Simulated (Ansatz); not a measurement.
# BF2H3Sn: the cost of one run

Program: Ansatz 0.2.0. Level of theory: RKS r2SCAN-D4/def2-SVPD. These are calculated values, not measurements.

### 1 The structure to begin with

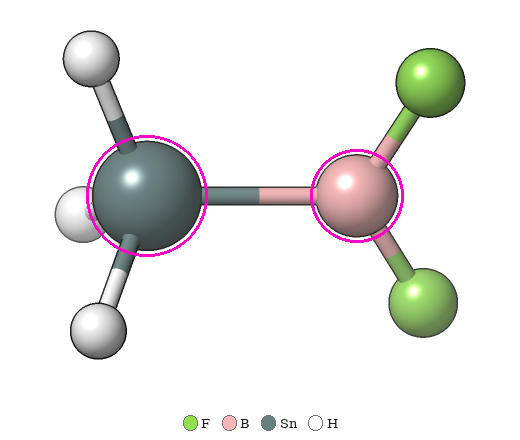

Start, viewed from a chosen angle; fluorine green, boron pink, tin teal, hydrogen white. Ringed: B2, Sn4.

Structure file:

```xyz
7

F     1.6774   -1.7319    0.4441
B     0.2982   -1.1398    0.5803
F    -0.7167   -1.8315    1.3605
Sn   -0.1479    0.7877   -0.4120
H     1.1695    1.3679   -1.3073
H    -0.6956    1.9639    0.8025
H    -1.5237    0.5158   -1.5139
```

### 2 End point A

input.yaml

```yaml
crystal:
  periodic: [false, false, false]
  atoms:
    - { symbol: F, position_ang: [1.6774, -1.7319, 0.4441] }
    - { symbol: B, position_ang: [0.2982, -1.1398, 0.5803] }
    - { symbol: F, position_ang: [-0.7167, -1.8315, 1.3605] }
    - { symbol: Sn, position_ang: [-0.1479, 0.7877, -0.412] }
    - { symbol: H, position_ang: [1.1695, 1.3679, -1.3073] }
    - { symbol: H, position_ang: [-0.6956, 1.9639, 0.8025] }
    - { symbol: H, position_ang: [-1.5237, 0.5158, -1.5139] }
basis:
  gaussian: { orbitals: def2-SVPD }
hamiltonian:
  xc: r2scan
  dispersion: d4
relax:
  f_tol: 0.015
  max_steps: 40
```

On the command line:

```console
$ ansatz run input.yaml --threads 2 --pin off --max-ram 3072MiB --backend cpu --events-out ev --progress --plain --runs-dir out
```

What time and memory should one allow on 2 threads of Arm Neoverse V1, shared host?

About 31 s, with a peak of 0.17 GiB.
